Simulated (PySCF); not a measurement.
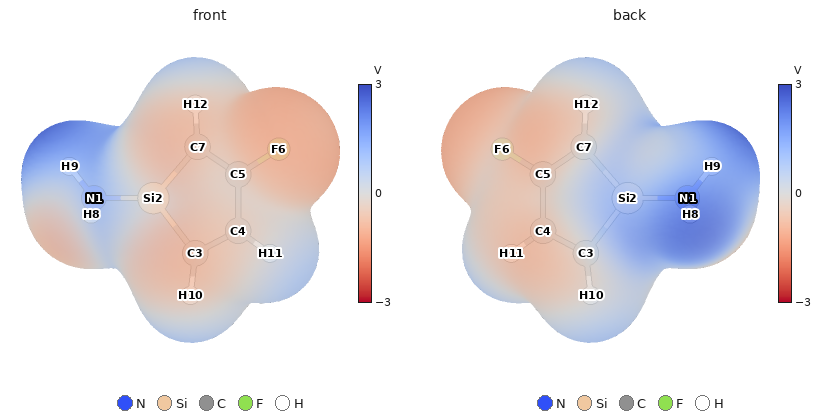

The picture shows: C4H5FNSi (SMILES N[Si]1C=CC(F)=C1) (doublet). The electrostatic potential painted on the density surface at 0.002 e/bohr³, seen from the front and from behind; the colour scale runs from red (negative) to blue (positive).

Geometry: GFN2-xTB.

Theory: PySCF, UKS B3LYP, pcH-1 on C F H N Si, non-relativistic, mean-field spin-orbit, GIAO.

```xyz
12

N     2.5603    0.3775    0.2083
Si    0.8725    0.1255    0.0764
C    -0.3487    0.7766   -1.1208
C    -1.5747    0.2826   -0.7403
C    -1.5658   -0.5450    0.4102
F    -2.7330   -1.0628    0.8602
C    -0.3723   -0.8066    1.0356
H     3.1717    0.0968   -0.5408
H     3.0089    0.2669    1.1026
H    -0.2188    1.4131   -1.9763
H    -2.4963    0.4934   -1.2558
H    -0.3026   -1.4187    1.9146
```

Describe the electrostatic potential map.

Answer. The most negative region (about −1.1 V, or −25 kcal/mol for a unit charge) lies over F6, the most positive (about +2.4 V, or +55 kcal/mol for a unit charge) over H8 and H9.
